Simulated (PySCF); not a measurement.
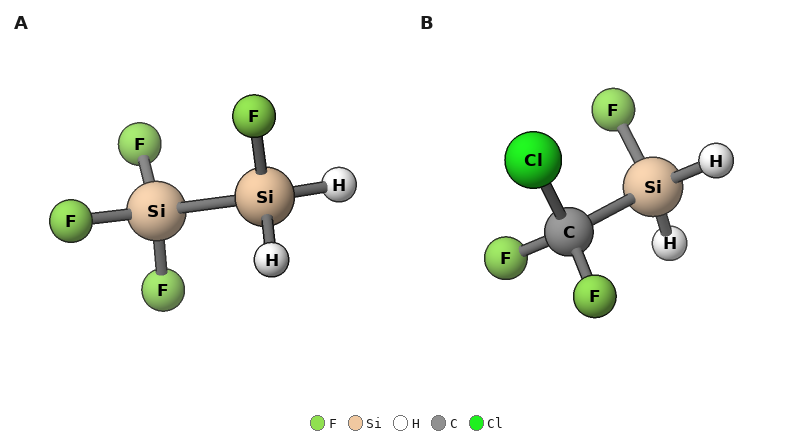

Two related species, optimised with GFN2-xTB; properties computed with PySCF 2.14.0. Both: charge 0, singlet.

> Identify both.

A is F4H2Si2 (F[SiH2][Si](F)(F)F), B is CH2ClF3Si (F[SiH2]C(F)(F)Cl).

Compare them. With ωB97X-D/def2-SVPD: dipole moment (D), HOMO–LUMO gap (eV), HOMO energy (Kohn–Sham orbital) (eV), lowest vertical singlet excitation (eV), mean static polarisability (bohr³).

| quantity | A | B |
| --- | --- | --- |
| dipole moment (D) | 2.71 | 2.39 |
| HOMO–LUMO gap (eV) | 11.98 | 12.09 |
| HOMO energy (Kohn–Sham orbital) (eV) | −11.98 | −11.12 |
| lowest vertical singlet excitation (eV) | 7.08 | 7.39 |
| mean static polarisability (bohr³) | 48.3 | 53.4 |

Each is one conformer, and no frequency run is at hand to confirm it as a minimum.

The geometry is semi-empirical. Around Si such bond lengths and angles can be off by a tenth of an ångström or more and by several degrees, and values that hang on the shape move with them.
